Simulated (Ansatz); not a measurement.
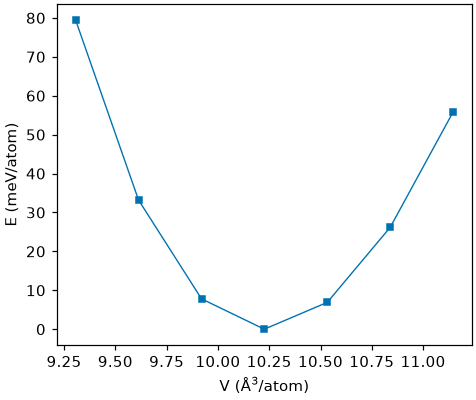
Figure. CoPtO$_{2}$ in space group R-3m (No. 166; Co on 3b, Pt on 3a, O on 6c) under volume change, r²SCAN (plane waves, PAW; program Ansatz), shape and atoms relaxed at each volume.

What does a third-order Birch–Murnaghan fit give for V₀, B₀ and B′?

V₀ = 10.23 Å³/atom, B₀ = 256 GPa, B′ = 4.8.

Symmetry was held in the r²SCAN relaxation. The run is not spin-polarised. No Hubbard U is applied. Spin–orbit coupling is left out wherever it is not named.

Potentials: the later of the program's two PAW sets.
